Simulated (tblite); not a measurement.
## C$_{2}$H$_{6}$F$_{2}$OSi: geometry relaxation

C$_{2}$H$_{6}$F$_{2}$OSi, SMILES OC(F)(F)C[SiH3], computed with GFN2-xTB geometry optimisation, gas phase (tblite 0.8.0).

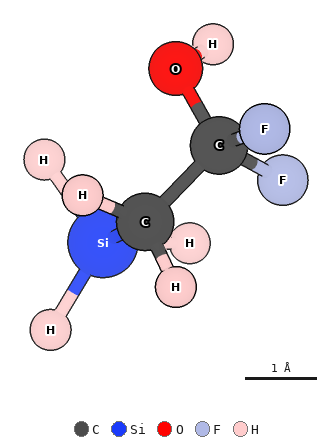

**Figure 1.** The structure as given in the input (ball-and-stick view, seen at a tilt).

## Input
```
{"job": {"kind": "relax", "xc": "GFN2-xTB", "basis": "xTB"}, "charge": 0, "multiplicity": 1}
C     -1.177664    -0.205068     0.012936
C      0.050880    -0.611113    -0.786953
Si     1.464384     0.196236     0.201047
O     -1.237314     1.164371     0.027746
F     -2.286853    -0.827662    -0.478569
F     -0.931574    -0.616136     1.343371
H      0.046625    -0.143845    -1.823313
H      0.174814    -1.708589    -0.817095
H      1.388487     1.657561    -0.066267
H      2.754339    -0.352338    -0.169968
H      1.139109    -0.060936     1.626980
H     -1.395858     1.496213     0.953856
```

The first line tells a small driver script what to run in tblite; the rest is the geometry in Å.

Command:
```bash
OMP_NUM_THREADS=1 python <driver script> task.json out
```

## The program's output
```
step      E/eV     max force
  0    -615.06191    1.920
  1    -615.24185    1.427
  2    -615.36635    0.888
  3    -615.39926    0.452
  4    -615.42598    0.350
  5    -615.43906    0.410
  6    -615.46156    0.479
  7    -615.48166    0.579
  8    -615.50918    0.585
  9    -615.53838    0.513
 10    -615.56540    0.407
 11    -615.58754    0.382
 12    -615.60905    0.472
 13    -615.62240    0.585
 14    -615.62876    0.687
 15    -615.64238    0.247
 16    -615.64988    0.187
 17    -615.66146    0.274
 18    -615.67139    0.309
 19    -615.67902    0.244
 20    -615.68319    0.160
 21    -615.68433    0.073
 22    -615.68471    0.049
 23    -615.68489    0.036
 24    -615.68507    0.035
 25    -615.68521    0.029
 26    -615.68533    0.025
 27    -615.68542    0.023
 28    -615.68549    0.021
 29    -615.68553    0.017
 30    -615.68556    0.014
 31    -615.68558    0.013
 32    -615.68560    0.015
 33    -615.68563    0.014
 34    -615.68565    0.012
 35    -615.68565    0.011
 36    -615.68566    0.009
 37    -615.68567    0.009
 38    -615.68568    0.008
```

## Trajectory as extended XYZ (Å, eV, eV/Å), 9 of the 39 frames kept, from step=0 to step=38
```
12
Properties=species:S:1:pos:R:3:forces:R:3 step=0 energy=-615.06191
C    -1.1777   -0.2051    0.0129    1.8310   0.1530  -0.2650
C     0.0509   -0.6111   -0.7870    0.4210   0.2020  -0.6810
Si    1.4644    0.1962    0.2010   -0.0260   0.6530   0.5200
O    -1.2373    1.1644    0.0277   -0.7320  -0.3070   1.1090
F    -2.2869   -0.8277   -0.4786    0.0390   0.5340   0.9550
F    -0.9316   -0.6161    1.3434   -1.5750  -0.2110  -1.0770
H     0.0466   -0.1438   -1.8233   -0.3900  -0.8820   1.2260
H     0.1748   -1.7086   -0.8171   -0.3680   0.6180  -0.2470
H     1.3885    1.6576   -0.0663    0.1730  -0.3990   0.0530
H     2.7543   -0.3523   -0.1700    0.1100  -0.1010  -0.1190
H     1.1391   -0.0609    1.6270    0.6310   0.1730  -0.3430
H    -1.3959    1.4962    0.9539   -0.1120  -0.4320  -1.1300
12
Properties=species:S:1:pos:R:3:forces:R:3 step=5 energy=-615.43906
C    -1.1174   -0.1945    0.0045   -0.0380   0.0320   0.0880
C     0.1003   -0.5975   -0.7733   -0.2800  -0.0270  -0.1580
Si    1.4947    0.2264    0.2189    0.0390   0.0840   0.0460
O    -1.2578    1.1568    0.0257    0.1650  -0.0280   0.1930
F    -2.2737   -0.7780   -0.4200   -0.2070   0.0120  -0.3530
F    -1.0455   -0.6639    1.2899    0.0010  -0.0100   0.1450
H     0.0082   -0.1952   -1.7835   -0.0110  -0.0450   0.1380
H     0.1481   -1.6804   -0.8409    0.0390  -0.0310   0.0630
H     1.4096    1.6532   -0.0652    0.1300   0.1020  -0.0040
H     2.7579   -0.3581   -0.1804    0.2060  -0.0850  -0.1040
H     1.2039   -0.0455    1.6233    0.2470   0.0610   0.0880
H    -1.4389    1.4653    0.9248   -0.2890  -0.0650  -0.1410
12
Properties=species:S:1:pos:R:3:forces:R:3 step=10 energy=-615.56540
C    -1.1436   -0.2067    0.0222   -0.0120   0.0980  -0.0460
C     0.0829   -0.6070   -0.7327    0.2800  -0.0050   0.1050
Si    1.5537    0.2488    0.2088   -0.0460  -0.1890  -0.1110
O    -1.1799    1.1379    0.0922   -0.1270   0.1730   0.2990
F    -2.3220   -0.6893   -0.5245    0.2950   0.0920   0.1330
F    -1.1625   -0.7214    1.2911   -0.0340  -0.1410  -0.0610
H    -0.0440   -0.2300   -1.7421    0.1130   0.1690  -0.0910
H     0.1435   -1.6860   -0.8167    0.0820  -0.1420   0.2060
H     1.5111    1.6974   -0.0663    0.0490  -0.2980  -0.0100
H     2.8197   -0.3853   -0.2383   -0.3740   0.1600   0.0070
H     1.4120    0.0082    1.6606   -0.0250   0.0330  -0.2850
H    -1.6816    1.4222    0.8695   -0.2000   0.0500  -0.1470
12
Properties=species:S:1:pos:R:3:forces:R:3 step=14 energy=-615.62876
C    -1.1396   -0.1923    0.0363    0.1000   0.0930   0.2420
C     0.1007   -0.6135   -0.7026   -0.2770   0.1140  -0.0150
Si    1.5688    0.2313    0.1830   -0.0060   0.0960   0.1180
O    -1.1517    1.1448    0.2073   -0.5570   0.1050   0.3470
F    -2.2963   -0.6099   -0.5784    0.0400   0.0560  -0.0600
F    -1.2409   -0.7856    1.2716    0.0980  -0.1780  -0.0140
H    -0.0411   -0.2237   -1.7142    0.2060  -0.1420   0.0560
H     0.1598   -1.7038   -0.7476   -0.0290   0.2160   0.0570
H     1.5885    1.6609   -0.0729   -0.0790   0.1400  -0.1540
H     2.7941   -0.3781   -0.2860    0.2300  -0.2090  -0.2540
H     1.5386    0.0477    1.6257   -0.1920  -0.1220   0.1540
H    -1.8915    1.4108    0.8015    0.4660  -0.1690  -0.4760
12
Properties=species:S:1:pos:R:3:forces:R:3 step=19 energy=-615.67902
C    -1.1316   -0.1752    0.0664   -0.0760  -0.0220  -0.1590
C     0.0995   -0.5845   -0.6771    0.1890   0.0000   0.0330
Si    1.5890    0.2315    0.1860    0.2250   0.0730   0.0600
O    -1.1666    1.1526    0.2670   -0.0790  -0.0440   0.1750
F    -2.2722   -0.5704   -0.5956   -0.1160  -0.0240   0.0310
F    -1.2361   -0.8474    1.2634    0.0190   0.1160  -0.0640
H     0.0100   -0.2385   -1.7040   -0.0620   0.0250  -0.0010
H     0.1575   -1.6689   -0.6940   -0.0230  -0.0610   0.0390
H     1.5935    1.6598   -0.1144   -0.0180   0.0150  -0.0340
H     2.7952   -0.4079   -0.3553   -0.0890  -0.0010   0.0030
H     1.5201    0.0283    1.6321   -0.0480  -0.0520  -0.0250
H    -1.9688    1.4093    0.7493    0.0790  -0.0240  -0.0570
12
Properties=species:S:1:pos:R:3:forces:R:3 step=24 energy=-615.68507
C    -1.1328   -0.1734    0.0609   -0.0010  -0.0170  -0.0070
C     0.1088   -0.5810   -0.6725    0.0090   0.0020   0.0120
Si    1.6041    0.2387    0.1906   -0.0250  -0.0040  -0.0240
O    -1.1671    1.1510    0.2821   -0.0020  -0.0160  -0.0110
F    -2.2782   -0.5669   -0.5964    0.0160   0.0210   0.0060
F    -1.2359   -0.8478    1.2565   -0.0040   0.0180  -0.0020
H     0.0121   -0.2386   -1.7007   -0.0020   0.0000   0.0030
H     0.1578   -1.6683   -0.6821    0.0160   0.0180   0.0180
H     1.5942    1.6638   -0.1236    0.0100   0.0170  -0.0070
H     2.7915   -0.4142   -0.3653   -0.0070  -0.0030   0.0040
H     1.5144    0.0195    1.6318   -0.0070  -0.0230  -0.0020
H    -1.9797    1.4059    0.7424   -0.0030  -0.0110   0.0090
12
Properties=species:S:1:pos:R:3:forces:R:3 step=28 energy=-615.68549
C    -1.1319   -0.1733    0.0602   -0.0020   0.0040   0.0090
C     0.1096   -0.5802   -0.6718   -0.0020   0.0070  -0.0040
Si    1.6020    0.2414    0.1888    0.0130   0.0100   0.0100
O    -1.1670    1.1511    0.2809   -0.0030   0.0040  -0.0020
F    -2.2773   -0.5648   -0.5961   -0.0060  -0.0040  -0.0150
F    -1.2359   -0.8452    1.2564   -0.0020  -0.0040   0.0130
H     0.0122   -0.2382   -1.6999   -0.0030  -0.0190  -0.0080
H     0.1631   -1.6668   -0.6759    0.0060   0.0020  -0.0040
H     1.5961    1.6673   -0.1265    0.0070  -0.0080   0.0060
H     2.7884   -0.4159   -0.3651   -0.0050   0.0050   0.0020
H     1.5097    0.0116    1.6290   -0.0020  -0.0020  -0.0140
H    -1.9795    1.4016    0.7438   -0.0010   0.0050   0.0080
12
Properties=species:S:1:pos:R:3:forces:R:3 step=33 energy=-615.68563
C    -1.1326   -0.1728    0.0607   -0.0030  -0.0030  -0.0110
C     0.1095   -0.5791   -0.6717    0.0030  -0.0020   0.0020
Si    1.6027    0.2433    0.1884   -0.0040  -0.0090  -0.0110
O    -1.1686    1.1518    0.2809   -0.0040  -0.0060   0.0010
F    -2.2771   -0.5652   -0.5982    0.0070   0.0020   0.0060
F    -1.2376   -0.8443    1.2573   -0.0010   0.0030  -0.0080
H     0.0105   -0.2429   -1.7015   -0.0020   0.0010  -0.0010
H     0.1665   -1.6656   -0.6746   -0.0030   0.0020   0.0100
H     1.5994    1.6685   -0.1256    0.0040   0.0080   0.0040
H     2.7878   -0.4154   -0.3650    0.0050   0.0020  -0.0030
H     1.5088    0.0087    1.6267   -0.0010   0.0010   0.0070
H    -1.9799    1.4018    0.7463    0.0010   0.0030   0.0040
12
Properties=species:S:1:pos:R:3:forces:R:3 step=38 energy=-615.68568
C    -1.1333   -0.1727    0.0597    0.0020   0.0040   0.0060
C     0.1095   -0.5789   -0.6718   -0.0030   0.0010   0.0000
Si    1.6030    0.2433    0.1872    0.0020   0.0050   0.0050
O    -1.1698    1.1517    0.2809    0.0010   0.0060  -0.0020
F    -2.2769   -0.5653   -0.5993   -0.0050  -0.0020  -0.0060
F    -1.2387   -0.8445    1.2561    0.0010  -0.0030   0.0000
H     0.0093   -0.2449   -1.7023    0.0030  -0.0030   0.0020
H     0.1667   -1.6654   -0.6710   -0.0020  -0.0010   0.0000
H     1.6021    1.6698   -0.1237    0.0000  -0.0050   0.0030
H     2.7889   -0.4145   -0.3663   -0.0010   0.0020  -0.0020
H     1.5086    0.0081    1.6262    0.0010   0.0010  -0.0060
H    -1.9802    1.4021    0.7480    0.0030  -0.0040   0.0000
```

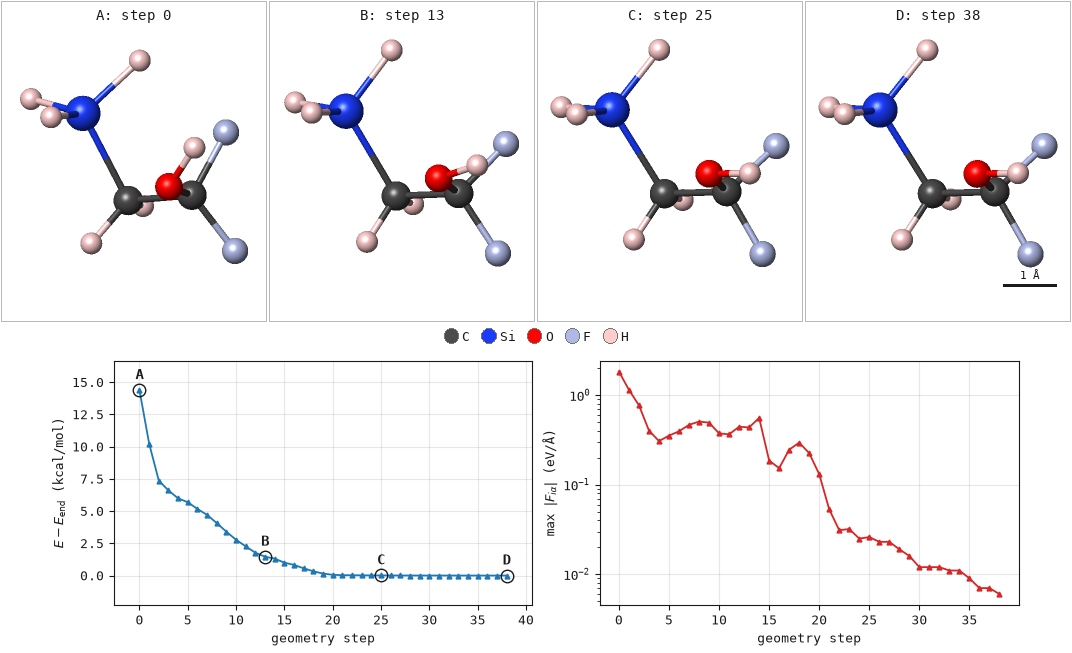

**Figure 2.** Frames of the relaxation (ball-and-stick view, seen at a tilt) above the curves, on which the letters mark them (steps are counted from 0).

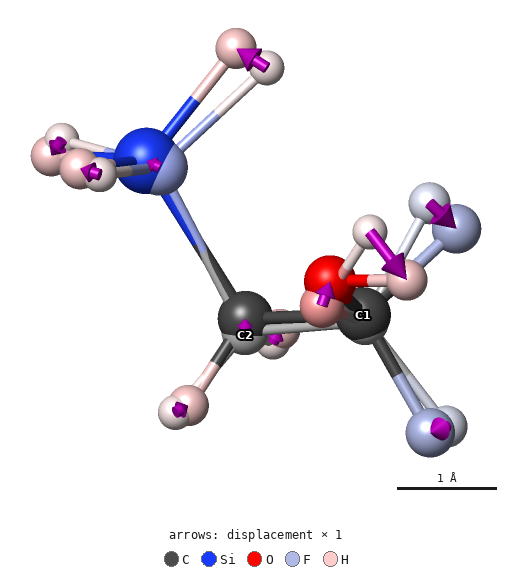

**Figure 3.** Start (faint) and end (solid) with the displacements as pink arrows, at true length (ball-and-stick view, seen at a tilt). The two geometries are laid on each other by the best rigid fit. After 38 geometry steps the energy has fallen by 14.4 kcal/mol. The largest force component goes from 1.8 to 0.006 eV/Å. H12 moves most after the best rigid fit: 0.63 Å. Largest moves by element: H 0.63 Å, F 0.39 Å, O 0.26 Å, Si 0.15 Å, C 0.13 Å. Among the contacts that change: C2–H7 1.137 → 1.088 Å, C1–F6 1.414 → 1.376 Å, O4–H12 0.997 → 0.968 Å, C1–O4 1.371 → 1.343 Å. Among the angles that change: F5–C1–F6 110.4° → 102.3°, C2–Si3–H10 111.5° → 105.7°, C1–C2–Si3 102.3° → 108.2°. (Atoms are counted from 1 in the order of the input.)

## Results in brief

- outcome: converged
- total energy: −615.6857 eV
- hardware: 1 CPU thread, shared host
- wall time: 1.9 s
- peak memory: 0.18 GiB
